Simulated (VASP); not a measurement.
Given:

```yaml
crystal:
  lattice:
    - [2.84007, 0.00000, 0.00000]
    - [0.00000, 2.84007, 0.00000]
    - [0.00000, 0.00000, 2.84007]
  atoms:
    - { symbol: Cr, position: [0.00000, 0.00000, 0.00000], spin: 1.2 }
    - { symbol: Cr, position: [0.50000, 0.50000, 0.50000], spin: -1.2 }
```

Calculation: revTPSS meta-GGA, VASP's PBE PAW potentials (set 64) (plane waves; VASP 6.6.1). Numerical set-up: 520 eV cut-off, 14×14×14 Γ-centred mesh, tetrahedra with Blöchl corrections, potentials Cr_pv.

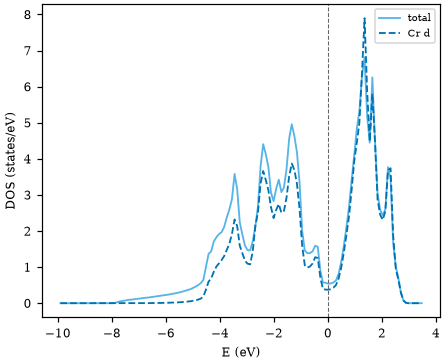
Total and projected density of states, zero at the Fermi level

Within 2 eV below the Fermi level the largest weight inside VASP's projection spheres is Cr d.

It has no gap at this level: it comes out as a metal or semimetal.

The compound is Cr in the bcc, AFM order structure. It was relaxed first.
